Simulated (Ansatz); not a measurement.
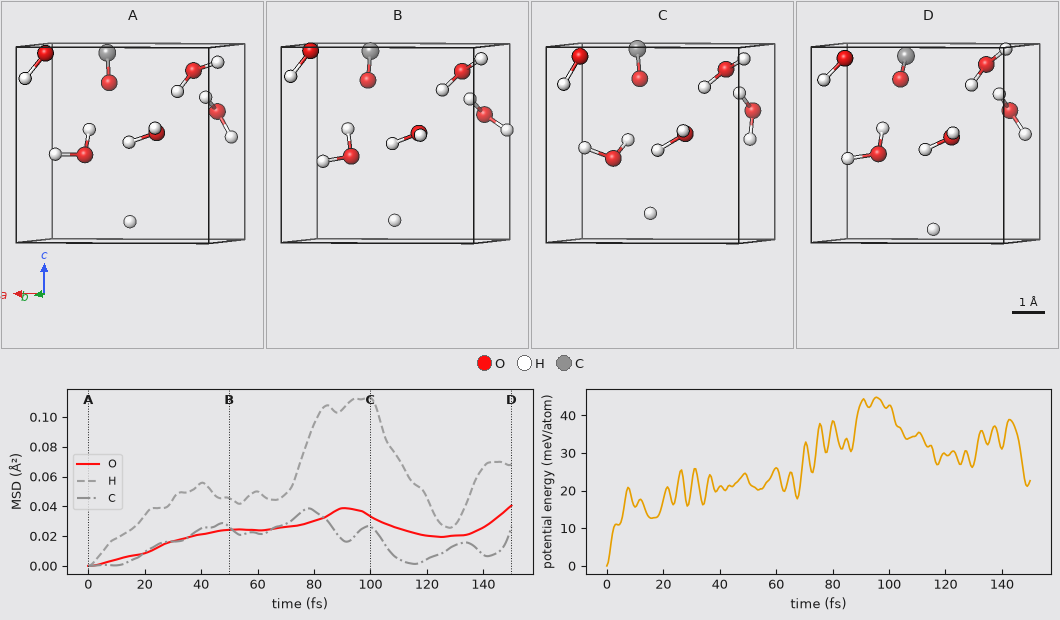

First-principles dynamics of a periodic cell with 4 H2O + 1 HCOOH at 0.824 g/cm³, 150 fs long. Frames (A at 0 fs, B at 50 fs, C at 100 fs, D at 150 fs) and the history of the run. A ball-and-stick model of the simulation cell, seen from a free direction.

Theory: DFT PBE, scalar-relativistic, plane waves, PAW in Ansatz. Settings: plane-wave cutoff 420 eV; k-point mesh 1 × 1 × 1; Fermi-Dirac smearing 0.05 eV; Langevin thermostat (NVT); set temperature 300 K; time step 0.5 fs; friction 0.02 per fs.

What happens in this trajectory?

Answer. The mean temperature in the second half is 319 K (standard deviation 57 K). The potential energy is still drifting at the end, so the run hasn't reached equilibrium. The potential energy in the second half lies on average 34.3 meV per atom above the first frame. In the second half of the run the atoms are, in the root-mean-square, this far from where they began (common drift taken out): H 0.27 Å, O 0.17 Å, C 0.13 Å. The heavy atoms stay within a fraction of a molecule's size of their starting places; so short a run doesn't tell a liquid from a solid.

Limits of the set-up: the periodic images lie only 6.2 Å apart, so the values are limited by the cell's size.
